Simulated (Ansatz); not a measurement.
# Run report: C$_{2}$H$_{8}$SSi, nudged elastic band (part 2 of 2)

C$_{2}$H$_{8}$SSi; RKS B3LYP-D4/def2-SVP (Ansatz 0.2.0). It belongs to a series of runs on one base structure; here: band between the two ends.

Geometry of the input (Å):
```
Si -0.0761  0.2500  -0.4533
H  -0.6614  1.4506  -1.1229
S  0.4373  -1.2396  -1.9496
H  -0.8221  -1.3788  -2.4260
C  1.5465  0.6986  0.3820
C  -1.3227  -0.4345  0.7791
H  1.9969  -0.1848  0.8625
H  2.2705  1.1033  -0.3424
H  1.3781  1.4617  1.1596
H  -0.9186  -1.3247  1.2870
H  -2.2615  -0.7241  0.2800
H  -1.5669  0.3225  1.5437
```

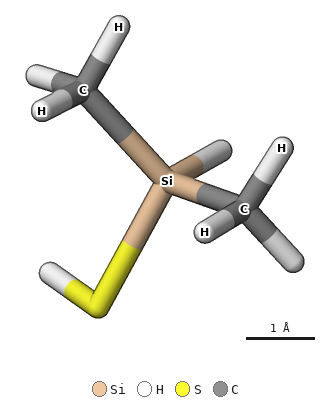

Figure 1. The starting structure (stick view, seen at a tilt).

```
Total energy: -20910.87920375 eV, -768.4606368347 hartree
Atom 0 at     0.050198    -0.306473    -0.400233 Å, force     0.000145    -0.004370     0.000095 eV/Å
Atom 1 at    -0.660033     0.926376    -1.414631 Å, force    -0.001277     0.000008     0.003159 eV/Å
Atom 2 at     0.286163    -1.601974    -1.965544 Å, force    -0.001307     0.000436    -0.001641 eV/Å
Atom 3 at    -0.436704     0.134348    -1.960644 Å, force     0.002209    -0.002593    -0.001191 eV/Å
Atom 4 at     1.495154     0.657193     0.289639 Å, force    -0.000340     0.008130     0.003719 eV/Å
Atom 5 at    -1.332384    -0.522086     0.838831 Å, force    -0.000310     0.003746    -0.000876 eV/Å
Atom 6 at     2.072353    -0.020601     0.943764 Å, force    -0.000620    -0.000542    -0.001347 eV/Å
Atom 7 at     2.164930     0.985411    -0.518680 Å, force    -0.000758    -0.001811    -0.000385 eV/Å
Atom 8 at     1.177733     1.525961     0.887945 Å, force     0.002598    -0.002046    -0.000524 eV/Å
Atom 9 at    -1.033890    -1.319129     1.543127 Å, force     0.001332     0.000055    -0.000980 eV/Å
Atom 10 at    -2.254104    -0.852867     0.338171 Å, force    -0.000506    -0.000426    -0.000628 eV/Å
Atom 11 at    -1.529418     0.393842     1.418054 Å, force    -0.001167    -0.000588     0.000598 eV/Å
Dipole moment:    -0.100439     0.518788     0.596654 e Å
this run last wrote the band of iteration 13 to [file]
```

**The last band as extended XYZ (Å, eV, eV/Å)**
```
12
Properties=species:S:1:pos:R:3:forces:R:3 image=0 energy=-20913.04892
Si   -0.0761    0.2500   -0.4533   -0.0035  -0.0061   0.0017
H    -0.6614    1.4506   -1.1229   -0.0030   0.0069  -0.0022
S     0.4373   -1.2396   -1.9496    0.0035  -0.0031  -0.0023
H    -0.8221   -1.3788   -2.4260   -0.0006   0.0014   0.0017
C     1.5465    0.6986    0.3820    0.0022  -0.0001   0.0014
C    -1.3227   -0.4345    0.7791    0.0003  -0.0010   0.0006
H     1.9969   -0.1848    0.8625    0.0007   0.0002  -0.0002
H     2.2705    1.1033   -0.3424    0.0004  -0.0008   0.0002
H     1.3781    1.4617    1.1596   -0.0005   0.0010  -0.0002
H    -0.9186   -1.3247    1.2870   -0.0008   0.0010  -0.0012
H    -2.2615   -0.7241    0.2800    0.0012   0.0004   0.0004
H    -1.5669    0.3225    1.5437    0.0001   0.0002   0.0001
12
Properties=species:S:1:pos:R:3:forces:R:3 image=1 energy=-20913.02689
Si   -0.0981    0.1692   -0.4279    0.0032   0.0105  -0.0014
H    -0.6962    1.3157   -1.1750   -0.0002   0.0145  -0.0005
S     0.3731   -1.3700   -1.8946    0.0135   0.0119  -0.0015
H    -0.6139   -1.0046   -2.7433   -0.0283  -0.0415  -0.0003
C     1.5239    0.6805    0.3719    0.0001   0.0074   0.0057
C    -1.3258   -0.4446    0.8604    0.0011   0.0047  -0.0056
H     1.9788   -0.1575    0.9247   -0.0063  -0.0082  -0.0037
H     2.2428    1.0175   -0.3909    0.0037   0.0061   0.0089
H     1.3590    1.5066    1.0834    0.0043  -0.0057   0.0127
H    -0.9063   -1.2866    1.4347    0.0077   0.0001  -0.0135
H    -2.2591   -0.7894    0.3878    0.0005   0.0031  -0.0033
H    -1.5783    0.3631    1.5685    0.0008  -0.0028   0.0025
12
Properties=species:S:1:pos:R:3:forces:R:3 image=2 energy=-20912.94319
Si   -0.0975    0.0544   -0.3837   -0.0374   0.0887  -0.0047
H    -0.7006    1.1725   -1.1644   -0.0358   0.1147   0.0537
S     0.2101   -1.4634   -1.9088    0.0021   0.0185   0.0474
H    -0.3181   -0.5696   -2.7696    0.0219  -0.1966  -0.2889
C     1.5236    0.6592    0.3437   -0.0068   0.0124   0.0175
C    -1.3427   -0.4922    0.9101   -0.0009   0.0136   0.0176
H     2.0383   -0.0938    0.9612   -0.0325  -0.0299  -0.0045
H     2.2013    0.9577   -0.4718    0.0135   0.0020   0.0317
H     1.3236    1.5452    0.9690    0.0613   0.0069   0.0502
H    -0.9805   -1.3089    1.5541    0.0435  -0.0014  -0.0189
H    -2.2639   -0.8312    0.4103   -0.0011  -0.0035   0.0319
H    -1.5938    0.3702    1.5496   -0.0279  -0.0255   0.0671
12
Properties=species:S:1:pos:R:3:forces:R:3 image=3 energy=-20912.29253
Si   -0.0378   -0.0870   -0.3799   -0.2722   0.6915   0.0624
H    -0.6523    1.0086   -1.2318    0.0092   0.2477   0.5783
S     0.2140   -1.4680   -2.0029   -0.1995   0.4282  -0.1211
H    -0.3524   -0.2399   -2.3245    0.2617  -1.1795  -1.1464
C     1.5246    0.6455    0.3204    0.0820  -0.0083   0.1002
C    -1.3396   -0.5307    0.8760   -0.0158  -0.0494   0.1149
H     2.0892   -0.0430    0.9644    0.0535  -0.0371   0.0641
H     2.1756    0.9734   -0.5048    0.0169  -0.0010   0.0458
H     1.2270    1.5291    0.9092    0.1317   0.0273   0.0695
H    -1.0374   -1.3299    1.5670    0.0125  -0.0545   0.0728
H    -2.2576   -0.8424    0.3540    0.0029  -0.0062   0.0487
H    -1.5533    0.3843    1.4527   -0.0828  -0.0586   0.1108
12
Properties=species:S:1:pos:R:3:forces:R:3 image=4 energy=-20910.87895
Si    0.0502   -0.3065   -0.4002    0.0001  -0.0044   0.0001
H    -0.6600    0.9264   -1.4146   -0.0013   0.0000   0.0032
S     0.2862   -1.6020   -1.9655   -0.0013   0.0004  -0.0016
H    -0.4367    0.1343   -1.9606    0.0022  -0.0026  -0.0012
C     1.4952    0.6572    0.2896   -0.0003   0.0081   0.0037
C    -1.3324   -0.5221    0.8388   -0.0003   0.0037  -0.0009
H     2.0724   -0.0206    0.9438   -0.0006  -0.0005  -0.0013
H     2.1649    0.9854   -0.5187   -0.0008  -0.0018  -0.0004
H     1.1777    1.5260    0.8879    0.0026  -0.0020  -0.0005
H    -1.0339   -1.3191    1.5431    0.0013   0.0001  -0.0010
H    -2.2541   -0.8529    0.3382   -0.0005  -0.0004  -0.0006
H    -1.5294    0.3938    1.4181   -0.0012  -0.0006   0.0006
12
Properties=species:S:1:pos:R:3:forces:R:3 image=5 energy=-20911.77231
Si    0.2345   -0.6714   -0.2542    0.0244  -0.0832   0.0364
H    -0.9240    1.3571   -1.6795   -0.0340   0.0515  -0.0586
S     0.4913   -1.9833   -1.6953    0.0322  -0.0442   0.0487
H    -0.7280    0.7167   -2.0498   -0.0569   0.1338   0.0005
C     1.5220    0.5830    0.2820   -0.0263  -0.0255  -0.0042
C    -1.2724   -0.6074    0.8626    0.0078  -0.0153  -0.0270
H     2.1576    0.1127    1.0519    0.0317   0.0089   0.0288
H     2.1707    0.8613   -0.5603    0.0240  -0.0094  -0.0144
H     1.0741    1.4865    0.7253   -0.0154  -0.0035  -0.0211
H    -1.1041   -1.2963    1.7080   -0.0035  -0.0120   0.0423
H    -2.1696   -0.9551    0.3302    0.0047  -0.0201  -0.0135
H    -1.4520    0.3961    1.2788    0.0114   0.0190  -0.0179
12
Properties=species:S:1:pos:R:3:forces:R:3 image=6 energy=-20911.82850
Si    0.3029   -0.7997   -0.1724    0.0020   0.0222   0.0139
H    -1.1186    1.6637   -1.8289    0.0022   0.0012  -0.0012
S     0.5918   -2.1437   -1.5743   -0.0107   0.0140  -0.0029
H    -0.9614    1.0312   -2.2224    0.0078  -0.0055   0.0008
C     1.5747    0.4840    0.3390   -0.0114  -0.0204   0.0013
C    -1.2518   -0.6421    0.8637    0.0345   0.0003  -0.0145
H     2.2858    0.0274    1.0497   -0.0091  -0.0011   0.0045
H     2.1551    0.8178   -0.5337    0.0113  -0.0021  -0.0060
H     1.1128    1.3527    0.8336   -0.0030   0.0102  -0.0104
H    -1.0129   -0.7822    1.9325   -0.0129  -0.0066  -0.0109
H    -2.0054   -1.3809    0.5586   -0.0033  -0.0129   0.0208
H    -1.6729    0.3718    0.7544   -0.0075   0.0008   0.0046
12
Properties=species:S:1:pos:R:3:forces:R:3 image=7 energy=-20911.82527
Si    0.3073   -0.8238   -0.0887    0.0018   0.0060   0.0043
H    -1.0136    1.5465   -1.9439    0.0011  -0.0007  -0.0052
S     0.6419   -2.2558   -1.3894   -0.0029   0.0021  -0.0017
H    -0.8475    0.8966   -2.3039    0.0037  -0.0046  -0.0001
C     1.5636    0.4943    0.3698   -0.0023  -0.0092   0.0007
C    -1.2940   -0.5845    0.8548    0.0214  -0.0046   0.0048
H     2.5642    0.0476    0.4738    0.0014   0.0015  -0.0079
H     1.6230    1.2341   -0.4467   -0.0083   0.0068   0.0013
H     1.2979    1.0252    1.2971    0.0029  -0.0038   0.0074
H    -1.1118   -0.7117    1.9364   -0.0083   0.0017  -0.0038
H    -2.0553   -1.3084    0.5327   -0.0043   0.0019   0.0005
H    -1.6757    0.4400    0.7076   -0.0062   0.0030  -0.0005
12
Properties=species:S:1:pos:R:3:forces:R:3 image=8 energy=-20911.84218
Si    0.2942   -0.7925   -0.0578   -0.0022   0.0073  -0.0028
H    -0.9780    1.3814   -2.2773    0.0025  -0.0052  -0.0021
S     0.5906   -2.2162   -1.3774    0.0013  -0.0016   0.0133
H    -0.7337    0.6810   -2.4526   -0.0041   0.0125   0.0030
C     1.5598    0.5053    0.4207   -0.0030  -0.0044  -0.0084
C    -1.2990   -0.5243    0.8933    0.0040  -0.0057   0.0041
H     2.5437    0.2783   -0.0133   -0.0034  -0.0027  -0.0004
H     1.2293    1.4906    0.0475    0.0018   0.0024   0.0058
H     1.6500    0.5854    1.5170    0.0024  -0.0025  -0.0016
H    -1.1327   -0.7208    1.9672   -0.0027   0.0077  -0.0108
H    -2.0931   -1.1923    0.5311    0.0058   0.0025   0.0001
H    -1.6310    0.5241    0.8015   -0.0025  -0.0103  -0.0003
```

**Key numbers**

| quantity | value |
| --- | --- |
| outcome | converged |
| barrier, forward | 2.170 eV |
| barrier, backward | 0.963 eV |
| wall time | 4 min (CPU time 7.8 min) |
| peak memory | 0.22 GiB |

The order of the saddle point was not checked.
